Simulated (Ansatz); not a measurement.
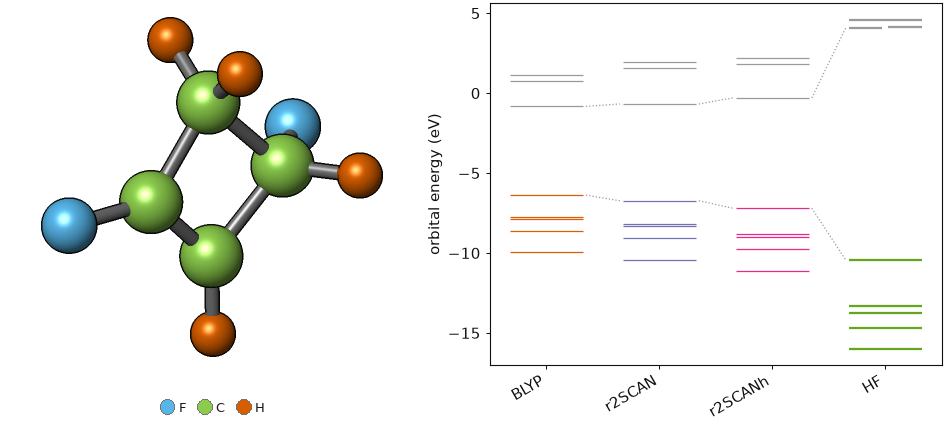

Frontier orbital energies of C₄H₄F₂, SMILES FC1=C[C@@H](F)C1 at one geometry, def2-TZVPP, the Ansatz code, at a PBE0-D4/def2-TZVP geometry (a minimum by its frequencies). Empty levels are grey, levels within 0.1 eV stand side by side; all columns show the same few orbitals around the gap. Dotted lines join the HOMOs and the LUMOs.

How do the frontier levels move from column to column?

Answer. The separation grows from 5.55 eV (BLYP) to 14.50 eV (HF).

```
  level  HOMO (eV)  LUMO (eV)  separation (eV)
   BLYP      −6.37      −0.82             5.55
 r2SCAN      −6.73      −0.67             6.06
r2SCANh      −7.19      −0.29             6.90
     HF     −10.42       4.08            14.50
```

Caveats, for all or some of the runs: empty levels above zero depend strongly on the basis.
